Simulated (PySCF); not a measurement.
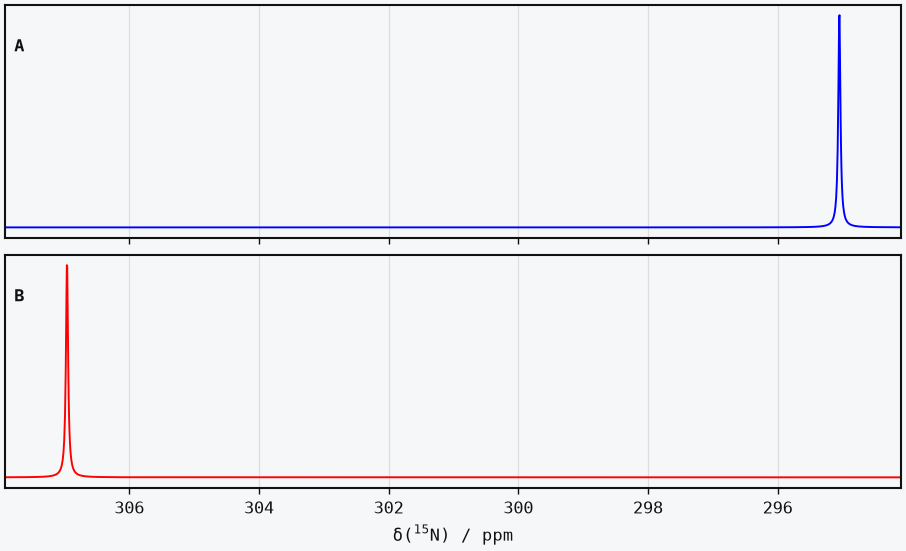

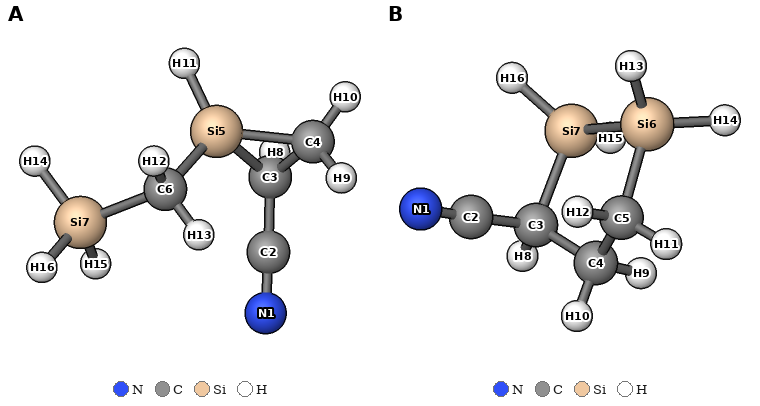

Related molecules: A is C₄H₉NSi₂, SMILES N#C[C@@H]1C[Si@@H]1C[SiH3]; B is C₄H₉NSi₂, SMILES N#C[C@@H]1CC[SiH2][SiH2]1. GIAO ¹⁵N shifts against NH₃ (¹⁵N: a single molecule, while the usual scales start at liquid NH₃ or nitromethane; multiply bonded nitrogen can come out tens of ppm too deshielded), PBE0/pcSseg-1, PySCF, at a PBE0-D3(BJ)/def2-SVP geometry (no frequency check); fully decoupled, line heights follow the number of nuclei within a panel, widths are arbitrary (no quadrupolar broadening); values of one conformer, averaged over methyl-type rotors and exact or near symmetry; other conformers aren't averaged in.

### How does the ¹⁵N shift respond?

From A (295.0 ppm) to B (307.0 ppm) the nucleus is deshielded by 11.9 ppm.
